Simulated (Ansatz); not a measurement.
## GaH3O: nudged elastic band

The run: nudged elastic band of GaH3O. Method and program: RKS PBE/def2-TZVP (Ansatz 0.2.0).

It belongs to a series of runs on one base structure; here: band between the two ends. Figures and captions count atoms from 1; the log counts them from 0 in places.

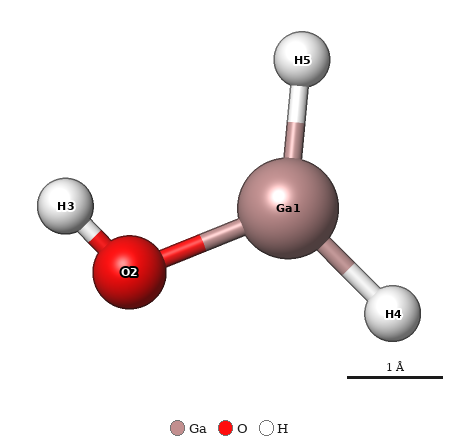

Fig. 1: The starting structure (ball-and-stick view, seen at a tilt; atoms are numbered from 1 in the order of the input). Sticks mark near contacts. Bond lengths as drawn: Ga–H 1.56 to 1.57 Å, Ga–O 1.81 Å and H–O 0.97 Å.

**The input**
```yaml
crystal:
  periodic: [false, false, false]
  atoms:
    - { symbol: Ga, position_ang: [0.487892, -0.000486, 0.016594] }
    - { symbol: O, position_ang: [0.794785, -0.160169, 1.792819] }
    - { symbol: H, position_ang: [-0.028102, -0.234731, 2.304314] }
    - { symbol: H, position_ang: [1.801469, 0.132108, -0.820866] }
    - { symbol: H, position_ang: [-1.010744, -0.018122, -0.46446] }
basis:
  gaussian: { orbitals: def2-TZVP }
hamiltonian:
  xc: pbe
neb:
  order_check: false
  images: 5
  f_tol: 0.03
  max_iterations: 60
  final_atoms:
    - { symbol: Ga, position_ang: [-0.28805744, 0.89117786, -0.68536057] }
    - { symbol: O, position_ang: [1.17467393, 0.10090856, 1.15534543] }
    - { symbol: H, position_ang: [0.36897444, -0.4726071, 1.19645283] }
    - { symbol: H, position_ang: [1.91476912, -0.4761502, 0.89837011] }
    - { symbol: H, position_ang: [-1.12506005, -0.32472913, 0.2635932] }
  initial_path:
    images:
      - { positions_ang: [[0.487892, -0.000486, 0.016594], [0.794785, -0.160169, 1.792819], [-0.028102, -0.234731, 2.304314], [1.801469, 0.132108, -0.820866], [-1.010744, -0.018122, -0.46446]] }
      - { positions_ang: [[0.32490333, 0.00030262, 0.01138562], [0.957521, -0.10846314, 1.70227641], [0.105136, -0.24831833, 2.15696178], [1.7858802, 0.08290124, -0.47257329], [-1.12814053, -0.0078224, -0.56964951]] }
      - { positions_ang: [[0.16191466, 0.00109125, 0.00617723], [1.12025699, -0.05675728, 1.61173381], [0.238374, -0.26190565, 2.00960956], [1.7702914, 0.03369447, -0.12428059], [-1.24553706, 0.00247721, -0.67483902]] }
      - { positions_ang: [[-0.00107401, 0.00187987, 0.00096885], [1.28299299, -0.00505142, 1.52119122], [0.371612, -0.27549298, 1.86225734], [1.7547026, -0.01551229, 0.22401212], [-1.36293358, 0.01277681, -0.78002853]] }
      - { positions_ang: [[-0.09673515, 0.29831253, -0.22780762], [1.24688664, 0.03026858, 1.39924262], [0.37073281, -0.34119768, 1.64032251], [1.80805811, -0.16905826, 0.44879812], [-1.28364241, -0.09972517, -0.43215462]] }
      - { positions_ang: [[-0.19239629, 0.5947452, -0.4565841], [1.21078028, 0.06558857, 1.27729402], [0.36985363, -0.40690239, 1.41838767], [1.86141361, -0.32260423, 0.67358411], [-1.20435123, -0.21222715, -0.08428071]] }
      - { positions_ang: [[-0.28805744, 0.89117786, -0.68536057], [1.17467393, 0.10090856, 1.15534543], [0.36897444, -0.4726071, 1.19645283], [1.91476912, -0.4761502, 0.89837011], [-1.12506005, -0.32472913, 0.2635932]] }
```

Run on 2 threads of AMD EPYC (Zen 5), 32 GiB of memory available, shared host.

Launched with:
```bash
ansatz run input.yaml --threads 2 --pin off --max-ram 3072MiB --backend cpu --events-out ev --progress --plain --runs-dir out
```

**What the program printed**
```
Engine: ansatz 0.2.0, x86_64-unknown-linux-gnu
Functional definition: PBE
  parameter kappa = 0.804
  parameter beta = 0.06672455060314922
  exchange = pbe_x(kappa = kappa, mu = beta*pi^2/3)
  correlation = pbe_c(beta = beta)
651 factors; their error is unknown
mean field evaluation 1: about -54456.5784 eV, gradient 7.4e1 eV
mean field evaluation 2: about -54363.1664 eV, gradient 1.9e2 eV
mean field evaluation 4: about -54464.5269 eV, gradient 2.1e1 eV
mean field evaluation 8: about -54464.9337 eV, gradient 7.5e-2 eV
mean field evaluation 16: about -54464.9221 eV, gradient 3.4e-5 eV
mean field -54464.92205324 eV, -2001.5489678066 hartree, gradient 3.4e-5 eV, S^2 0.000000; 0 other end points of the search recorded, 0 dependent functions left out
the calculation of the forces begins
reference -54464.92208884 eV, -2001.5489691146 hartree; 21, 21 occupied and 76, 76 virtual orbitals, 651 factors
651 factors; their error is unknown
mean field evaluation 32: about -54463.9519 eV, gradient 3.8e-5 eV
mean field -54463.95192359 eV, -2001.5133161993 hartree, gradient 3.8e-5 eV, S^2 0.000000; 0 other end points of the search recorded, 0 dependent functions left out
[... from here on the field's lines of each further geometry are left out, up to the last ...]
NEB iter   1: max|band force component| = 9.077e0 eV/Å  barrier→ = 4.5417 eV  barrier← = 3.5716 eV  Δτ_max = 0.1998 Å  (203 SCF iters)
NEB iter   2: max|band force component| = 3.971e0 eV/Å  barrier→ = 2.9766 eV  barrier← = 2.0065 eV  Δτ_max = 0.1973 Å  (169 SCF iters)
NEB iter   3: max|band force component| = 1.648e0 eV/Å  barrier→ = 2.4186 eV  barrier← = 1.4485 eV  Δτ_max = 0.2000 Å  (166 SCF iters)
NEB iter   4: max|band force component| = 8.157e-1 eV/Å  barrier→ = 2.3750 eV  barrier← = 1.4048 eV  Δτ_max = 0.1318 Å  (164 SCF iters)
NEB iter   5: max|band force component| = 1.181e0 eV/Å  barrier→ = 2.2454 eV  barrier← = 1.2753 eV  Δτ_max = 0.0690 Å  (148 SCF iters)
NEB iter   6: max|band force component| = 1.206e0 eV/Å  barrier→ = 2.1476 eV  barrier← = 1.1775 eV  CI = image 3  Δτ_max = 0.1398 Å  (142 SCF iters)
NEB iter   7: max|band force component| = 4.326e-1 eV/Å  barrier→ = 2.2691 eV  barrier← = 1.2989 eV  CI = image 3  Δτ_max = 0.0732 Å  (145 SCF iters)
NEB iter   8: max|band force component| = 2.905e-1 eV/Å  barrier→ = 2.2474 eV  barrier← = 1.2772 eV  CI = image 3  Δτ_max = 0.0829 Å  (141 SCF iters)
NEB iter   9: max|band force component| = 1.282e-1 eV/Å  barrier→ = 2.2361 eV  barrier← = 1.2660 eV  CI = image 3  Δτ_max = 0.0356 Å  (143 SCF iters)
NEB iter  10: max|band force component| = 7.513e-2 eV/Å  barrier→ = 2.2342 eV  barrier← = 1.2641 eV  CI = image 3  Δτ_max = 0.0281 Å  (142 SCF iters)
NEB iter  11: max|band force component| = 8.326e-2 eV/Å  barrier→ = 2.2322 eV  barrier← = 1.2620 eV  CI = image 3  Δτ_max = 0.0140 Å  (144 SCF iters)
NEB iter  12: max|band force component| = 9.020e-2 eV/Å  barrier→ = 2.2316 eV  barrier← = 1.2615 eV  CI = image 3  Δτ_max = 0.0141 Å  (143 SCF iters)
NEB iter  13: max|band force component| = 6.628e-2 eV/Å  barrier→ = 2.2316 eV  barrier← = 1.2614 eV  CI = image 3  Δτ_max = 0.0282 Å  (143 SCF iters)
NEB iter  14: max|band force component| = 6.054e-2 eV/Å  barrier→ = 2.2316 eV  barrier← = 1.2614 eV  CI = image 3  Δτ_max = 0.0566 Å  (133 SCF iters)
NEB iter  15: max|band force component| = 4.608e-2 eV/Å  barrier→ = 2.2316 eV  barrier← = 1.2614 eV  CI = image 3  Δτ_max = 0.0473 Å  (133 SCF iters)
NEB iter  16: max|band force component| = 3.672e-2 eV/Å  barrier→ = 2.2316 eV  barrier← = 1.2614 eV  CI = image 3  Δτ_max = 0.0147 Å  (131 SCF iters)
the calculation of the forces begins
reference -54463.92398540 eV, -2001.5122894897 hartree; 21, 21 occupied and 76, 76 virtual orbitals, 651 factors
651 factors; their error is unknown
mean field evaluation 800: about -54462.6905 eV, gradient 8.8e-5 eV
mean field -54462.69048513 eV, -2001.4669591910 hartree, gradient 2.1e-5 eV, S^2 0.000000; 1 other end points of the search recorded, 0 dependent functions left out
the calculation of the forces begins
reference -54462.69051875 eV, -2001.4669604264 hartree; 21, 21 occupied and 76, 76 virtual orbitals, 651 factors
NEB iter  17: max|band force component| = 2.324e-2 eV/Å  barrier→ = 2.2316 eV  barrier← = 1.2614 eV  CI = image 3  Δτ_max = 0.0000 Å  (307 SCF iters)
```

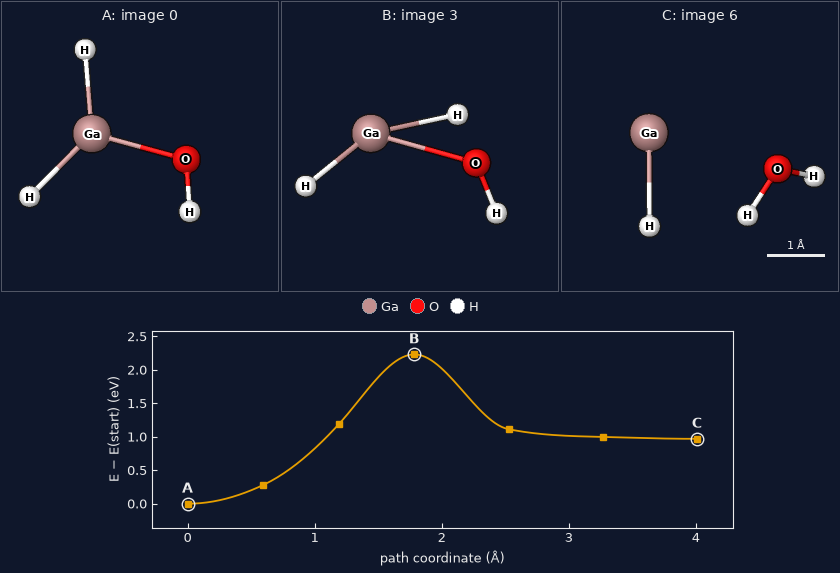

Fig. 2: Images of the last band (counted from 0; ball-and-stick, seen at a tilt) above the energy along the path; the line is a cubic interpolation that uses the forces. The highest image is number 3, 2.232 eV above the start and 1.261 eV above the end (the climbing image); the end lies 0.970 eV above the start. The path is 4.01 Å long. The band converged in 17 iterations.

```
Total energy: -54462.69051875 eV, -2001.4669604264 hartree
Atom 0 at     0.221125     0.111933    -0.463784 Å, force    -0.000145     0.000013     0.000002 eV/Å
Atom 1 at     0.893103     0.181846     1.461940 Å, force    -0.000082    -0.000034     0.000102 eV/Å
Atom 2 at     0.651447    -0.509627     2.111867 Å, force    -0.000006     0.000038     0.000042 eV/Å
Atom 3 at     1.661137    -0.159295     0.301854 Å, force     0.000160    -0.000023    -0.000125 eV/Å
Atom 4 at    -1.381512     0.093743    -0.583476 Å, force     0.000074     0.000005    -0.000021 eV/Å
Dipole moment:    -0.126210    -0.236789    -0.021079 e Å
this run last wrote the band of iteration 17 to [file]
```

**The last band as extended XYZ (Å, eV, eV/Å)**
```
5
Properties=species:S:1:pos:R:3:forces:R:3 image=0 energy=-54464.92205
Ga    0.4879   -0.0005    0.0166   -0.0120  -0.0077  -0.0133
O     0.7948   -0.1602    1.7928   -0.0065   0.0062   0.0240
H    -0.0281   -0.2347    2.3043    0.0110  -0.0040  -0.0119
H     1.8015    0.1321   -0.8209    0.0067   0.0013  -0.0014
H    -1.0107   -0.0181   -0.4645    0.0008   0.0042   0.0027
5
Properties=species:S:1:pos:R:3:forces:R:3 image=1 energy=-54464.64279
Ga    0.3476    0.0410   -0.0543    0.1370  -0.0614   0.2511
O     0.7596    0.0837    1.7083    0.0268  -0.1858   0.1696
H     0.2452   -0.4457    2.3293   -0.4110   0.1337   0.2126
H     1.8224   -0.0092   -0.5397    0.0434   0.1554  -0.6949
H    -1.1295    0.0489   -0.6152    0.2038  -0.0418   0.0616
5
Properties=species:S:1:pos:R:3:forces:R:3 image=2 energy=-54463.73463
Ga    0.2574    0.0789   -0.1998    0.0888  -0.1619   0.9860
O     0.7468    0.1910    1.5871   -0.5030   0.0541   0.4507
H     0.5229   -0.5142    2.2063   -0.4397   0.0360   0.3679
H     1.7884   -0.1293   -0.1330    0.4716   0.0605  -1.6888
H    -1.2702    0.0922   -0.6322    0.3823   0.0113  -0.1158
5
Properties=species:S:1:pos:R:3:forces:R:3 image=3 energy=-54462.69048
Ga    0.2211    0.1119   -0.4638   -0.0001   0.0000   0.0000
O     0.8931    0.1818    1.4619   -0.0001   0.0000   0.0001
H     0.6514   -0.5096    2.1119    0.0000   0.0000   0.0000
H     1.6611   -0.1593    0.3019    0.0002   0.0000  -0.0001
H    -1.3815    0.0937   -0.5835    0.0001   0.0000   0.0000
5
Properties=species:S:1:pos:R:3:forces:R:3 image=4 energy=-54463.80848
Ga    0.0278    0.2982   -0.8393   -0.0830   0.0525  -0.2622
O     1.0024    0.1116    1.3400    0.0495   0.0019  -0.0769
H     0.8199   -0.6601    1.9097    0.0395   0.0040  -0.0803
H     1.7518   -0.1235    0.7513    0.0652  -0.0476   0.3286
H    -1.5566    0.0923   -0.3334   -0.0711  -0.0108   0.0908
5
Properties=species:S:1:pos:R:3:forces:R:3 image=5 energy=-54463.92395
Ga   -0.1843    0.6677   -0.8427   -0.0075   0.0108  -0.0072
O     1.0668    0.0556    1.1260    0.0020   0.0028  -0.0136
H     0.6147   -0.6989    1.5417   -0.0213   0.0104  -0.0149
H     1.9808   -0.2237    0.9483    0.0147  -0.0106   0.0187
H    -1.4327   -0.0821    0.0551    0.0121  -0.0134   0.0169
5
Properties=species:S:1:pos:R:3:forces:R:3 image=6 energy=-54463.95192
Ga   -0.2881    0.8912   -0.6854   -0.0103  -0.0164   0.0177
O     1.1747    0.1009    1.1553   -0.0061  -0.0114  -0.0097
H     0.3690   -0.4726    1.1965    0.0243   0.0100  -0.0037
H     1.9148   -0.4762    0.8984   -0.0120   0.0026   0.0107
H    -1.1251   -0.3247    0.2636    0.0041   0.0151  -0.0150
```

**Summary**

- outcome: converged
- barrier, forward: 2.232 eV
- barrier, backward: 1.261 eV
- wall time: 33 s (CPU time 61 s)
- peak memory: 0.16 GiB

**Notes**

The order of the saddle point was not checked.
